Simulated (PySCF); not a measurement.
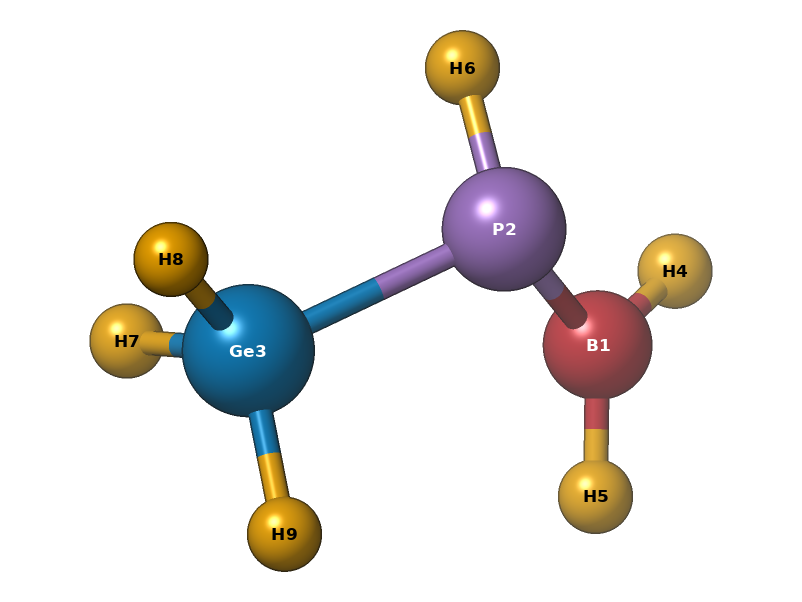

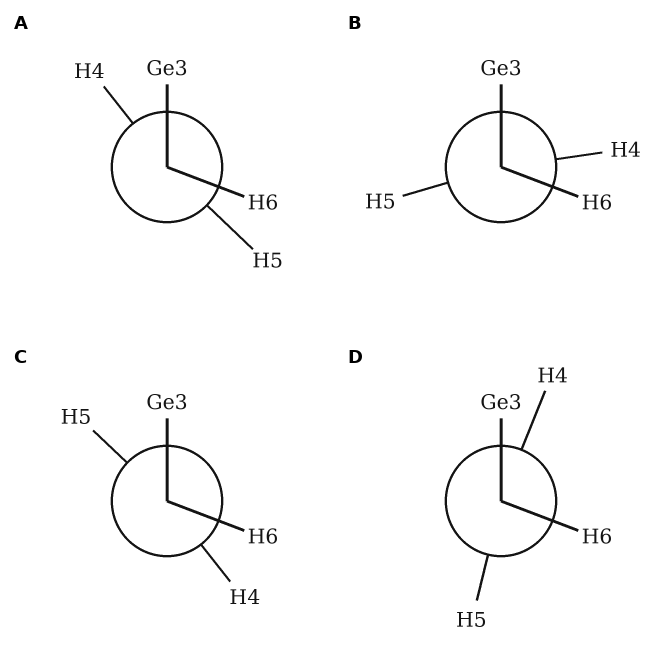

Atoms fade into the background with distance from the viewer. Bonds that would overlap in a projection are set slightly apart. The computed structure is the end point of a PBE0-D3(BJ)/def2-SVP optimisation. No frequency run is at hand to confirm it as a minimum.

**Which Newman projection shows the view along P2–B1, with P2 in front?**

C. The torsion angle Ge3–P2–B1–H4 is 142°, anticlinal.
